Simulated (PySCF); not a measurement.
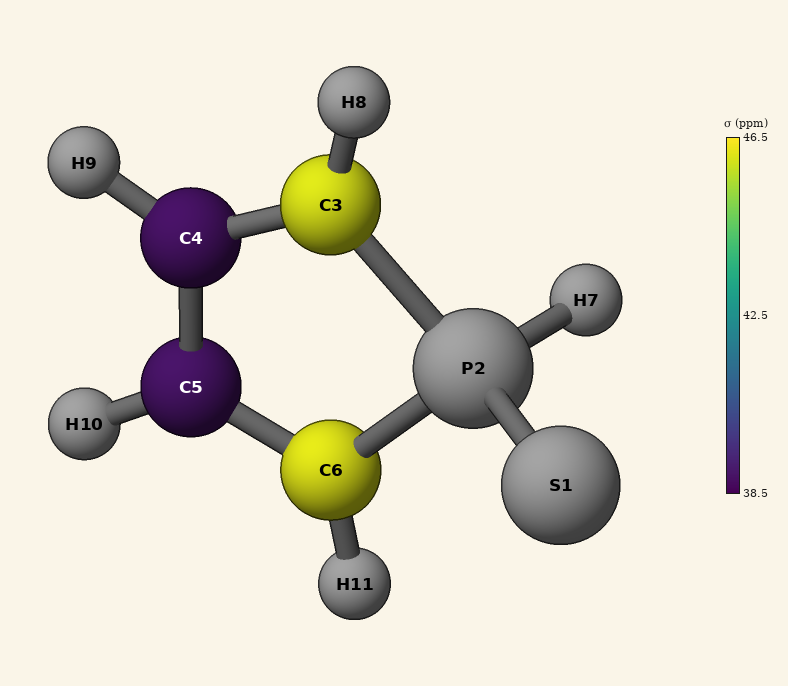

Atoms are coloured by their isotropic NMR shieldings (C only, the others grey). The geometry was computed by an optimisation with GFN2-xTB. No frequency run is at hand to confirm it as a minimum. Method: GIAO PBE0/pcSseg-1 NMR shielding, non-relativistic, gas phase (PySCF 2.14.0).

List the isotropic NMR shieldings of the C atoms.

| atom | σ (ppm) |
| --- | --- |
| C3 | 46.1 |
| C4 | 38.9 |
| C5 | 38.9 |
| C6 | 46.1 |

The geometry is semi-empirical. Around P such bond lengths and angles can be off by a tenth of an ångström or more and by several degrees, and values that hang on the shape move with them.
